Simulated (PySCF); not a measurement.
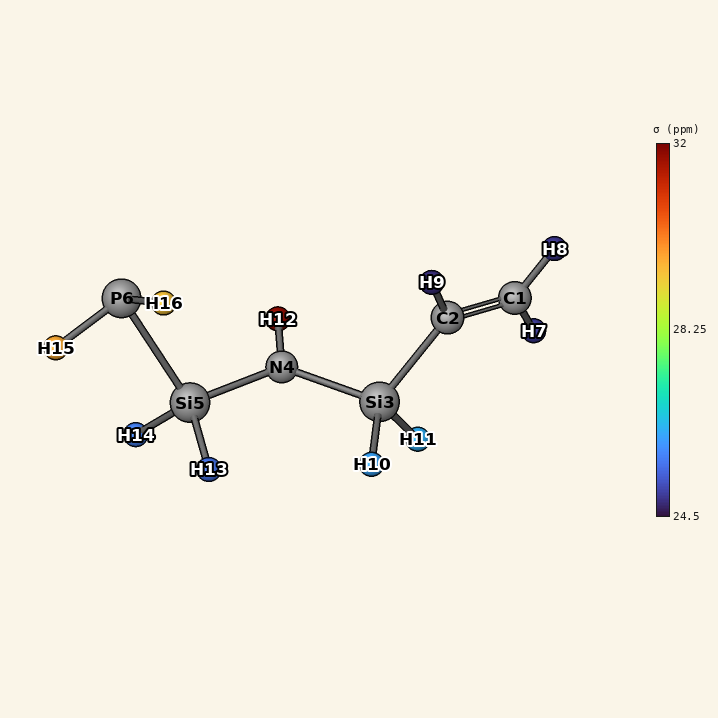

Atoms are coloured by their isotropic NMR shieldings (H only, the others grey). The computed structure is the end point of a PBE0-D3(BJ)/def2-SVP optimisation. No frequency run is at hand to confirm it as a minimum. Properties computed with GIAO PBE/pcSseg-1 NMR shielding, non-relativistic, gas phase (PySCF 2.14.0).

Which H atom is the most shielded (lowest chemical shift)?

Answer. H12 (31.74 ppm).

Which H atom is the least shielded (highest chemical shift)?

Answer. H9 (24.80 ppm).

How wide is the range of H shifts?

Answer. 6.94 ppm.

Give the isotropic NMR shieldings of the H atoms atom by atom.

| atom | σ (ppm) |
| --- | --- |
| H7 | 24.96 |
| H8 | 24.89 |
| H9 | 24.80 |
| H10 | 26.12 |
| H11 | 26.24 |
| H12 | 31.74 |
| H13 | 25.56 |
| H14 | 25.75 |
| H15 | 29.67 |
| H16 | 29.38 |
